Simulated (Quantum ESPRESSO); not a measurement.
# Cl on fcc sites of Rh(111), stepped through the coverage, part 3 of 10

Wanted: a table for Cl on fcc sites of Rh(111) against the coverage, and what can be fitted to it.

Quantum ESPRESSO 7.5; plane-wave DFT, PBE, GBRV ultrasoft pseudopotentials.

So far. Step 2 (Variable-cell relaxation of the reference):  The last row is no step: it is a fresh SCF in the final cell with a new plane-wave basis, -0 meV from the row before.

### Step 5. Relaxation with pw.x, 0 ML

What the set-up leaves free in this member is relaxed.

System of this step: Rh(111), 3 layers, 1 sites a cell. The cell holds 3 atoms: 3 Rh. Its edges and angles: a = 2.710 Å, b = 2.710 Å, c = 18.543 Å, α = 90.0°, β = 90.0°, γ = 60.0°. It derives from Rh. Vacuum lies along c.

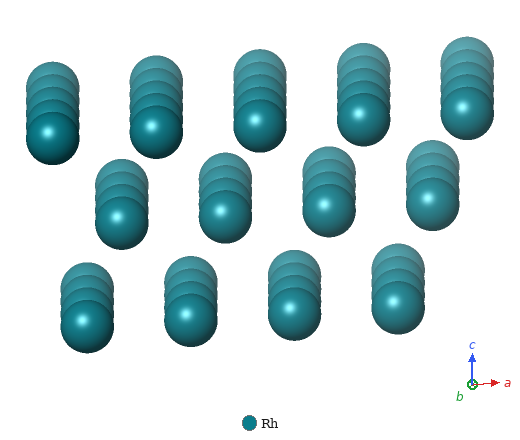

The cell of this step (rhodium blue). 4×4×1 cells are drawn. Some periodic images of atoms are drawn too.

File m0.relax.in:

```
&control
  prefix = 'm0.relax'
  outdir = './out'
  pseudo_dir = './pseudo'
  nstep = 70
  forc_conv_thr = 0.0015
  calculation = 'relax'
/
&system
  ibrav = 0
  nat = 3
  ntyp = 1
  ecutwfc = 40
  ecutrho = 200
  occupations = 'smearing'
  smearing = 'mv'
  degauss = 0.02
/
&electrons
  conv_thr = 1e-07
  mixing_beta = 0.3
  electron_maxstep = 120
  mixing_mode = 'local-TF'
/
&ions
/
ATOMIC_SPECIES
  Rh  102.9055  rh_pbe_v1.4.uspp.F.UPF
CELL_PARAMETERS angstrom
  2.70966521178718 0.00000000000000 0.00000000000000
  1.35483260589359 2.34663890915864 0.00000000000000
  0.00000000000000 0.00000000000000 18.54292636387133
ATOMIC_POSITIONS crystal
  Rh  0.333333333300 0.333333333300 0.380685910224
  Rh  0.666666666700 0.666666666700 0.500000000000 0 0 0
  Rh  0.000000000000 0.000000000000 0.619314089776
K_POINTS automatic
  10 10 1 0 0 0
```

Started as:

```
$ OMP_NUM_THREADS=1 mpirun -n 16 pw.x -nk 4 -in m0.relax.in > m0.relax.out
```

The program printed:

```text
[banner, memory and clock lines left out]
Program PWSCF v.7.5 starts

          URL

     Message from routine setup:
     using ibrav=0 with symmetry is DISCOURAGED, use correct ibrav instead

     bravais-lattice index     =            0
     lattice parameter (alat)  =       5.1205  a.u.
     unit-cell volume          =     795.6770 (a.u.)^3
     number of atoms/cell      =            3
     number of atomic types    =            1
     number of electrons       =        45.00
     number of Kohn-Sham states=           28
     kinetic-energy cutoff     =      40.0000  Ry
     charge density cutoff     =     200.0000  Ry
     scf convergence threshold =      1.0E-07
     mixing beta               =       0.3000
     number of iterations used =            8  local-TF  mixing
     energy convergence thresh.=      1.0E-04
     force convergence thresh. =      1.5E-03
     Exchange-correlation=  SLA  PW   PBX  PBC
                           (   1   4   3   4   0   0   0)
     nstep                     =           70

     celldm(1)=   5.120525  celldm(2)=   0.000000  celldm(3)=   0.000000
     celldm(4)=   0.000000  celldm(5)=   0.000000  celldm(6)=   0.000000

     crystal axes: (cart. coord. in units of alat)
               a(1) = (   1.000000   0.000000   0.000000 )
               a(2) = (   0.500000   0.866025   0.000000 )
               a(3) = (   0.000000   0.000000   6.843254 )

     reciprocal axes: (cart. coord. in units 2 pi/alat)
               b(1) = (  1.000000 -0.577350  0.000000 )
               b(2) = (  0.000000  1.154701  0.000000 )
               b(3) = (  0.000000  0.000000  0.146129 )

     PseudoPot. # 1 for Rh read from file:
     ./pseudo/rh_pbe_v1.4.uspp.F.UPF
     Pseudo is Ultrasoft + core correction, Zval = 15.0
     Generated by new atomic code, or converted to UPF format
     Using radial grid of  969 points,  7 beta functions with:
                l(1) =   0
                l(2) =   0
                l(3) =   1
                l(4) =   1
                l(5) =   2
                l(6) =   2
                l(7) =   2
     Q(r) pseudized with  8 coefficients,  rinner =    1.200   1.200   1.200
                                                       1.200   1.200

     atomic species   valence    mass     pseudopotential
     Rh               15.00   102.90550     Rh( 1.00)

     12 Sym. Ops., with inversion, found ( 6 have fractional translation)

   Cartesian axes

     site n.     atom                  positions (alat units)
         1        Rh     tau(   1) = (   0.5000000   0.2886751   2.6051302  )
         2        Rh     tau(   2) = (   1.0000000   0.5773503   3.4216268  )
         3        Rh     tau(   3) = (   0.0000000   0.0000000   4.2381234  )

     number of k points=    14  Marzari-Vanderbilt smearing, width (Ry)=  0.0200
                       cart. coord. in units 2pi/alat
        k(    1) = (   0.0000000   0.0000000   0.0000000), wk =   0.0200000
        k(    2) = (   0.0000000   0.1154701   0.0000000), wk =   0.1200000
        k(    3) = (   0.0000000   0.2309401   0.0000000), wk =   0.1200000
        k(    4) = (   0.0000000   0.3464102   0.0000000), wk =   0.1200000
        k(    5) = (   0.0000000   0.4618802   0.0000000), wk =   0.1200000
        k(    6) = (   0.0000000  -0.5773503   0.0000000), wk =   0.0600000
        k(    7) = (   0.1000000   0.1732051   0.0000000), wk =   0.1200000
        k(    8) = (   0.1000000   0.2886751   0.0000000), wk =   0.2400000
        k(    9) = (   0.1000000   0.4041452   0.0000000), wk =   0.2400000
        k(   10) = (   0.1000000  -0.6350853   0.0000000), wk =   0.2400000
        k(   11) = (   0.2000000   0.3464102   0.0000000), wk =   0.1200000
        k(   12) = (   0.2000000  -0.6928203   0.0000000), wk =   0.2400000
        k(   13) = (   0.2000000  -0.5773503   0.0000000), wk =   0.1200000
        k(   14) = (   0.3000000  -0.6350853   0.0000000), wk =   0.1200000

     Dense  grid:    38125 G-vectors     FFT dimensions: (  24,  24, 160)

     Smooth grid:    27279 G-vectors     FFT dimensions: (  24,  24, 144)

     Initial potential from superposition of free atoms

     starting charge      43.4997, renormalised to      45.0000

     negative rho (up, down):  1.750E-01 0.000E+00
     Starting wfcs are   36 randomized atomic wfcs

     per-process dynamical memory:    14.9 Mb

     Self-consistent Calculation

     iteration #  1     ecut=    40.00 Ry     beta= 0.30
     Davidson diagonalization with overlap
     ethr =  1.00E-02,  avg # of iterations =  3.1

     negative rho (up, down):  1.801E-01 0.000E+00

     total energy              =    -513.67110904 Ry
     estimated scf accuracy    <       2.08517677 Ry

     iteration #  2     ecut=    40.00 Ry     beta= 0.30
     Davidson diagonalization with overlap
     ethr =  4.63E-03,  avg # of iterations =  1.0

     negative rho (up, down):  1.928E-01 0.000E+00

     total energy              =    -513.30694463 Ry
     estimated scf accuracy    <       0.89673007 Ry

     iteration #  3     ecut=    40.00 Ry     beta= 0.30
     Davidson diagonalization with overlap
     ethr =  1.99E-03,  avg # of iterations =  2.0

     negative rho (up, down):  1.921E-01 0.000E+00

     total energy              =    -513.48274726 Ry
     estimated scf accuracy    <       0.01995827 Ry

     iteration #  4     ecut=    40.00 Ry     beta= 0.30
     Davidson diagonalization with overlap
     ethr =  4.44E-05,  avg # of iterations =  3.5

     negative rho (up, down):  1.930E-01 0.000E+00

     total energy              =    -513.48274668 Ry
     estimated scf accuracy    <       0.00598942 Ry

     iteration #  5     ecut=    40.00 Ry     beta= 0.30
     Davidson diagonalization with overlap
     ethr =  1.33E-05,  avg # of iterations =  3.1

     negative rho (up, down):  1.934E-01 0.000E+00

     total energy              =    -513.48298435 Ry
     estimated scf accuracy    <       0.00271045 Ry

     iteration #  6     ecut=    40.00 Ry     beta= 0.30
     Davidson diagonalization with overlap
     ethr =  6.02E-06,  avg # of iterations =  4.9

     negative rho (up, down):  1.897E-01 0.000E+00

     total energy              =    -513.48304324 Ry
     estimated scf accuracy    <       0.00059931 Ry

     iteration #  7     ecut=    40.00 Ry     beta= 0.30
     Davidson diagonalization with overlap
     ethr =  1.33E-06,  avg # of iterations =  5.0

     negative rho (up, down):  1.839E-01 0.000E+00

     total energy              =    -513.48271355 Ry
     estimated scf accuracy    <       0.00120586 Ry

     iteration #  8     ecut=    40.00 Ry     beta= 0.30
[...]
total energy              =    -513.48514496 Ry
     estimated scf accuracy    <       0.00000018 Ry

     iteration #  6     ecut=    40.00 Ry     beta= 0.30
     Davidson diagonalization with overlap
     ethr =  3.96E-10,  avg # of iterations =  1.7

     negative rho (up, down):  1.837E-01 0.000E+00

     total energy              =    -513.48514495 Ry
     estimated scf accuracy    <       0.00000008 Ry

     iteration #  7     ecut=    40.00 Ry     beta= 0.30
     Davidson diagonalization with overlap
     ethr =  1.80E-10,  avg # of iterations =  2.1

     negative rho (up, down):  1.837E-01 0.000E+00

     total energy              =    -513.48514496 Ry
     estimated scf accuracy    <       0.00000002 Ry

     iteration #  8     ecut=    40.00 Ry     beta= 0.30
     Davidson diagonalization with overlap
     ethr =  5.04E-11,  avg # of iterations =  2.0

     negative rho (up, down):  1.836E-01 0.000E+00

     total energy              =    -513.48514499 Ry
     estimated scf accuracy    <          6.3E-09 Ry

     iteration #  9     ecut=    40.00 Ry     beta= 0.30
     Davidson diagonalization with overlap
     ethr =  1.40E-11,  avg # of iterations =  2.1

     negative rho (up, down):  1.836E-01 0.000E+00

     total energy              =    -513.48514499 Ry
     estimated scf accuracy    <          2.2E-09 Ry

     iteration # 10     ecut=    40.00 Ry     beta= 0.30
     Davidson diagonalization with overlap
     ethr =  4.92E-12,  avg # of iterations =  1.1

     negative rho (up, down):  1.836E-01 0.000E+00

     End of self-consistent calculation

          k = 0.0000 0.0000 0.0000 (  3383 PWs)   bands (ev):

   -42.8197 -42.3524 -42.3524 -42.0582 -41.9474 -41.8374 -41.8374 -41.8337
   -41.8337  -2.9292  -1.5548  -1.3465   1.1828   1.1828   1.3332   1.5640
     1.5640   1.7214   1.9319   1.9319   3.2559   3.2559   3.8540   3.8540
     3.9384   4.6369   4.6369   5.3743

          k = 0.0000 0.1155 0.0000 (  3365 PWs)   bands (ev):

   -42.8075 -42.4100 -42.3650 -42.0442 -41.9529 -41.8844 -41.8803 -41.8495
   -41.8451  -2.5938  -1.2796  -1.0224   0.8796   1.1478   1.3128   1.4152
     1.7203   1.8611   1.9068   2.1828   2.8929   3.1667   3.2964   3.7441
     3.8711   4.6518   4.9993   6.6618

          k = 0.0000 0.2309 0.0000 (  3389 PWs)   bands (ev):

   -42.7769 -42.5511 -42.3979 -42.0252 -42.0188 -42.0049 -41.9413 -41.8809
   -41.8749  -1.7783  -0.7792  -0.3538   0.3115   0.6136   1.3549   1.6816
     1.8333   1.9689   2.1619   2.3674   2.7944   2.8825   3.2384   3.8611
     3.8933   4.6894   6.1849   8.3291

          k = 0.0000 0.3464 0.0000 (  3403 PWs)   bands (ev):

   -42.7444 -42.7159 -42.4382 -42.1768 -42.1494 -41.9908 -41.9521 -41.9194
   -41.9115  -1.2722  -0.8564  -0.5869  -0.0206   0.7472   1.2568   1.7567
     1.8478   2.4567   2.6855   2.9275   3.3819   3.6870   3.8700   4.0751
     4.5809   4.7405   7.4485  10.0169

          k = 0.0000 0.4619 0.0000 (  3409 PWs)   bands (ev):

   -42.8465 -42.7257 -42.4706 -42.3039 -42.2465 -41.9851 -41.9504 -41.9484
   -41.9411  -1.4749  -1.1578  -0.9347  -0.4156   0.6483   1.2140   1.5756
     2.1641   3.1313   3.2036   4.0755   4.2559   4.5447   4.8347   4.9019
     4.9587   6.0395   8.6741  11.6747

          k = 0.0000-0.5774 0.0000 (  3418 PWs)   bands (ev):

   -42.8954 -42.7229 -42.4830 -42.3520 -42.2787 -41.9870 -41.9622 -41.9524
   -41.9437  -1.6137  -1.3150  -1.0355  -0.5689   0.5353   1.1173   1.5004
     2.4333   3.2111   3.4252   4.4735   4.4851   4.7353   5.1939   5.2577
     6.2125   8.1031   8.2534  11.8870

          k = 0.1000 0.1732 0.0000 (  3377 PWs)   bands (ev):

   -42.7861 -42.5043 -42.3923 -42.0245 -41.9835 -41.9716 -41.9328 -41.8733
   -41.8704  -1.9959  -0.8191  -0.5077   0.4372   0.8134   1.1401   1.5906
     1.7414   1.8903   2.0198   2.6995   2.7141   2.7894   3.2992   3.4779
     4.1727   4.5000   5.9045   7.8882

          k = 0.1000 0.2887 0.0000 (  3388 PWs)   bands (ev):

   -42.7537 -42.6467 -42.4397 -42.1100 -42.0912 -41.9968 -41.9533 -41.9159
   -41.9111  -1.1907  -0.5336  -0.2906   0.2315   0.4730   1.2172   1.4763
     1.5067   2.0278   2.3332   2.5833   3.0632   3.4126   3.8097   4.0877
     4.4103   4.6416   7.0744   9.4466

          k = 0.1000 0.4041 0.0000 (  3419 PWs)   bands (ev):

   -42.7845 -42.7273 -42.4866 -42.2433 -42.2000 -41.9822 -41.9676 -41.9544
   -41.9459  -1.0925  -0.8545  -0.6999   0.0198   0.6543   1.1417   1.5421
     1.8224   2.6516   2.7664   3.0879   3.4535   3.9968   4.4508   4.6507
     5.3086   5.9355   8.4545  11.1399

          k = 0.1000-0.6351 0.0000 (  3417 PWs)   bands (ev):

   -42.8679 -42.7174 -42.5149 -42.3241 -42.2607 -41.9892 -41.9868 -41.9747
   -41.9452  -1.3492  -1.1266  -0.8543  -0.2698   0.5205   1.2326   1.3490
     2.2198   2.9212   3.2409   3.8685   4.2073   4.3845   4.5892   4.9407
     6.9348   7.9170   9.4314  12.1583

          k = 0.2000 0.3464 0.0000 (  3395 PWs)   bands (ev):

   -42.7423 -42.7273 -42.5128 -42.2040 -42.1646 -41.9884 -41.9871 -41.9692
   -41.9486  -0.6362  -0.5916  -0.2494   0.0583   0.7855   0.9176   1.3556
     1.5610   2.0210   2.0926   2.9673   3.1316   3.7282   4.4383   4.6315
     5.4818   6.0502   8.4394  10.9669

          k = 0.2000-0.6928 0.0000 (  3405 PWs)   bands (ev):

   -42.8091 -42.7088 -42.5796 -42.2679 -42.2178 -42.0444 -42.0395 -41.9664
   -41.9535  -0.8521  -0.5664  -0.4663   0.2085   0.6664   0.8512   1.6211
     1.7168   2.3365   2.4935   2.9587   3.4307   3.8961   4.5150   4.9098
     7.3664   8.2584  10.2271  12.6795

          k = 0.2000-0.5774 0.0000 (  3407 PWs)   bands (ev):

   -42.8326 -42.7026 -42.6063 -42.2889 -42.2385 -42.0682 -42.0618 -41.9695
   -41.9489  -0.9655  -0.6306  -0.4841   0.0880   0.5539   1.0428   1.4568
     1.8945   2.4595   2.9224   2.9724   3.8015   4.2344   4.3394   4.7369
     9.0981   9.8442  10.5542  12.3276

          k = 0.3000-0.6351 0.0000 (  3401 PWs)   bands (ev):

   -42.7802 -42.6943 -42.6802 -42.2395 -42.2033 -42.1411 -42.1157 -41.9600
   -41.9557  -0.6278  -0.3599  -0.1023   0.0221   0.5804   1.2196   1.7235
     1.7836   2.0263   2.0981   3.0525   3.2879   4.0708   4.3176   4.6551
     9.7092  10.8354  12.0435  12.5050

     the Fermi energy is     4.2040 ev

!    total energy              =    -513.48514500 Ry
     estimated scf accuracy    <          8.3E-10 Ry
     smearing contrib. (-TS)   =       0.00036919 Ry
     internal energy E=F+TS    =    -513.48551419 Ry

     The total energy is F=E-TS. E is the sum of the following terms:
     one-electron contribution =   -2964.78876915 Ry
     hartree contribution      =    1495.30326779 Ry
     xc contribution           =     -89.68778515 Ry
     ewald contribution        =    1045.68777232 Ry

     convergence has been achieved in  10 iterations

     negative rho (up, down):  1.836E-01 0.000E+00

     Forces acting on atoms (cartesian axes, Ry/au):

     atom    1 type  1   force =     0.00000000    0.00000000   -0.00003140
     atom    2 type  1   force =     0.00000000    0.00000000    0.00000000
     atom    3 type  1   force =    -0.00000000   -0.00000000    0.00003140

     Total force =     0.000044     Total SCF correction =     0.000208
     SCF correction compared to forces is large: reduce conv_thr to get better values
     Energy error            =      2.7E-06 Ry
     Gradient error          =      3.1E-05 Ry/Bohr

     bfgs converged in   6 scf cycles and   5 bfgs steps
     (criteria: energy <  1.0E-04 Ry, force <  1.5E-03 Ry/Bohr)

     End of BFGS Geometry Optimization

     Final energy             =    -513.4851449966 Ry

     File ./out/m0.relax.bfgs deleted, as requested
Begin final coordinates

ATOMIC_POSITIONS (crystal)
Rh               0.3333333333        0.3333333333        0.3842292023
Rh               0.6666666667        0.6666666667        0.5000000000    0   0   0
Rh               0.0000000000       -0.0000000000        0.6157707977
End final coordinates

     XML data file, charge density, pseudopotentials, collected wavefunctions

                                        0.00s GPU  (     874 calls)
```

The job ended after 16 s (16 MPI ranks of Arm Neoverse V2, shared host; peak memory 0.94 GiB; 4.1 min of CPU time).

Relaxation path:

```csv
step,energy less that of the first step (eV),largest force (eV/Å)
1,0.0000,0.5278
2,-0.0106,0.4530
3,-0.0203,0.3617
4,-0.0308,0.2192
5,-0.0363,0.0169
6,-0.0363,0.0008
```

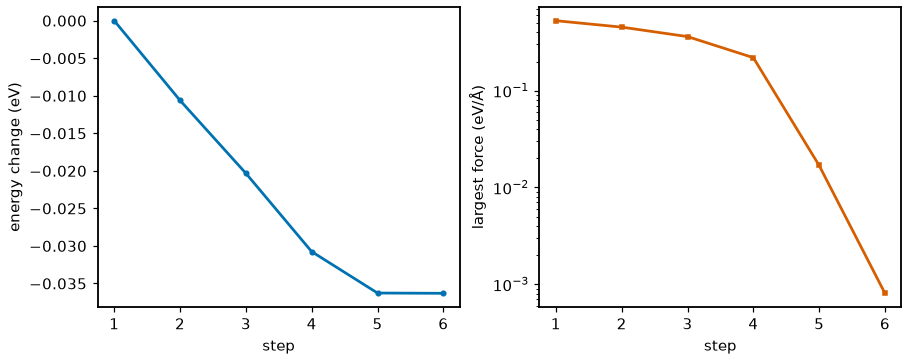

Energy and largest force along the relaxation.

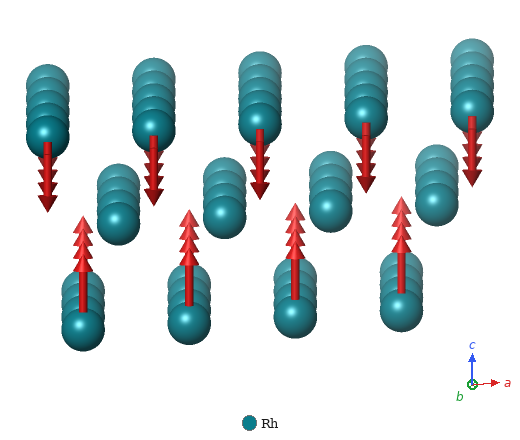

Displacements in the relaxation, exaggerated; the longest in the cell stands for 0.07 Å. 4×4×1 cells are drawn. Some periodic images of atoms are drawn too.

The atoms that moved most (Å):

```csv
atom,dx,dy,dz,length
Rh3,0.000,0.000,-0.066,0.066
Rh1,0.000,0.000,0.066,0.066
```

Final coordinates:

```xyz
3
Lattice="2.7097 0.0000 0.0000 1.3548 2.3466 0.0000 0.0000 0.0000 18.5429" Properties=species:S:1:pos:R:3
Rh    1.3548    0.7822    7.1247
Rh    2.7097    1.5644    9.2715
Rh    0.0000    0.0000   11.4182
```

The relaxation lowers the energy by 12 meV an atom. On the free atoms the largest force ends at 0.001 eV/Å.

Read from the output:

```
free energy  : -6986.3213 eV
Fermi energy : 4.204 eV
```

(Continued in part 4 of 10.)

[Logs are printed without paths, hosts, clocks, repeated set-up lines and the standing remarks that a program may print on its own settings, such as how far it seeks lower states.]

[Hosts, paths, dates, database ids (printed as entryN), source tags and the programs' standing remarks are cut or masked in the printed files.]

[Maps of the electrostatic potential energy from Ansatz leave out the sawtooth potential of an applied field or a dipole correction, so their vacuum need not be flat; planar profiles and work functions include it.]
